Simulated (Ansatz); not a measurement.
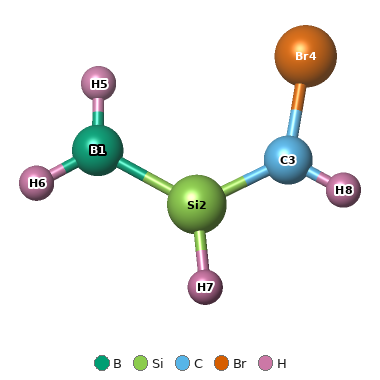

The system is CH₄BBrSi, SMILES B[SiH]=CBr; the picture shows the reference structure. First axis: bond length B1–Si2. Second axis: dihedral H5–B1–Si2–C3. Nothing is relaxed (all other coordinates rigid). The grid has 11 × 12 points; 90 points were computed and 42 follow by symmetry. Points are written as (first, second). Energies are in kcal/mol, from the lowest grid point. Method: RKS r2SCAN-D4/def2-TZVP in Ansatz 0.2.0.

Its coordinates:

```xyz
8

B    -0.7409    1.5142   -0.2653
Si    0.4582    0.1724    0.4901
C     0.4574   -1.5025   -0.0029
Br   -0.6600   -2.2650   -1.2979
H    -1.5200    1.1903   -1.1069
H    -0.7046    2.6481    0.1021
H     1.4767    0.4213    1.5392
H     1.1243   -2.2491    0.4167
```

Range: bond length B1–Si2 from 1.678 to 2.732 Å; dihedral H5–B1–Si2–C3 from −180 to 150°.

### Predict the map.

The lowest grid point is at (1.995 Å, 0°); the map holds 2 wells of about this depth. The highest grid point, (2.732 Å, −90°), lies 44.2 kcal/mol above the lowest. On the interpolated surface the easiest way out of the lowest well to a well of about the same depth near (1.995 Å, −180°) passes a barrier of about 9.6 kcal/mol, counted from the interpolated bottom of the well. Round the minimum the two coordinates are nearly uncoupled.

| dihedral H5–B1–Si2–C3 ↓, bond length B1–Si2 → | 1.678 | 1.784 | 1.889 | 1.995 | 2.100 | 2.205 | 2.311 | 2.416 | 2.522 | 2.627 | 2.732 |
| --- | --- | --- | --- | --- | --- | --- | --- | --- | --- | --- | --- |
| 150 | 22.1 | 8.4 | 2.5 | 1.8 | 4.4 | 9.0 | 15.0 | 21.7 | 28.7 | 35.8 | 42.8 |
| 120 | 29.6 | 14.8 | 7.9 | 6.2 | 7.9 | 11.9 | 17.3 | 23.5 | 30.2 | 37.0 | 43.7 |
| 90 | 36.8 | 20.3 | 12.1 | 9.4 | 10.4 | 13.8 | 18.7 | 24.6 | 31.0 | 37.6 | 44.2 |
| 60 | 29.6 | 14.8 | 7.9 | 6.2 | 7.9 | 11.9 | 17.3 | 23.5 | 30.2 | 36.9 | 43.7 |
| 30 | 22.1 | 8.4 | 2.5 | 1.8 | 4.3 | 9.0 | 15.0 | 21.7 | 28.7 | 35.8 | 42.8 |
| 0 | 19.3 | 6.0 | 0.4 | 0.0 | 2.9 | 7.8 | 14.0 | 20.8 | 28.1 | 35.3 | 42.4 |
| −30 | 22.1 | 8.4 | 2.5 | 1.8 | 4.3 | 9.0 | 15.0 | 21.7 | 28.7 | 35.8 | 42.8 |
| −60 | 29.6 | 14.8 | 7.9 | 6.2 | 7.9 | 11.9 | 17.3 | 23.5 | 30.2 | 36.9 | 43.7 |
| −90 | 36.8 | 20.3 | 12.1 | 9.4 | 10.4 | 13.8 | 18.7 | 24.6 | 31.0 | 37.6 | 44.2 |
| −120 | 29.6 | 14.8 | 7.9 | 6.2 | 7.9 | 11.9 | 17.3 | 23.5 | 30.2 | 37.0 | 43.7 |
| −150 | 22.1 | 8.4 | 2.5 | 1.8 | 4.4 | 9.0 | 15.0 | 21.7 | 28.7 | 35.8 | 42.8 |
| −180 | 19.4 | 6.0 | 0.5 | 0.0 | 2.9 | 7.8 | 14.0 | 20.9 | 28.1 | 35.3 | 42.4 |

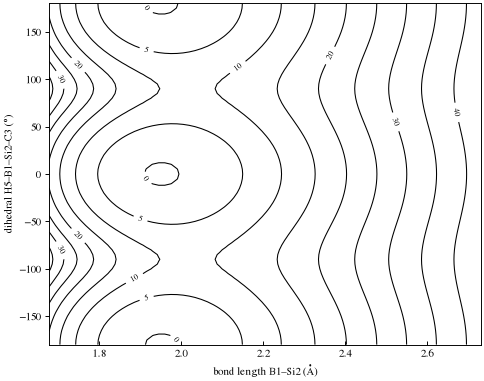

In the figure: contour lines labelled in kcal/mol. Between grid points the surface is interpolated.

Time for the 90 points that were run: 35 min on 1 thread of Arm Neoverse N1 (shared host).
